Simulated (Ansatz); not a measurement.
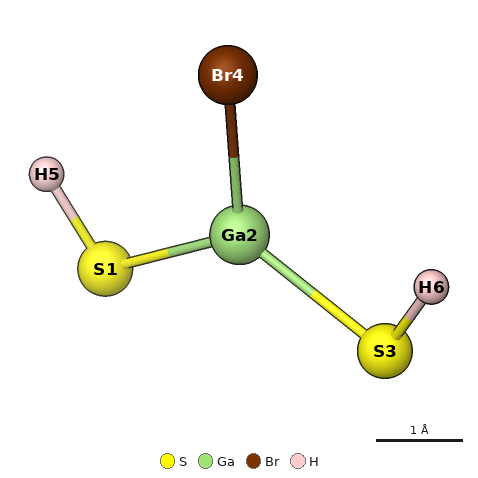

Numbered structure. The geometry was computed by an optimisation with PBE0-D4/def2-TZVP. No frequency run is at hand to confirm it as a minimum.

List the bonds and their lengths.

```
   bond  length (Å)
 S1–Ga2       2.185
  S1–H5       1.344
 Ga2–S3       2.185
Ga2–Br4       2.286
  S3–H6       1.344
```
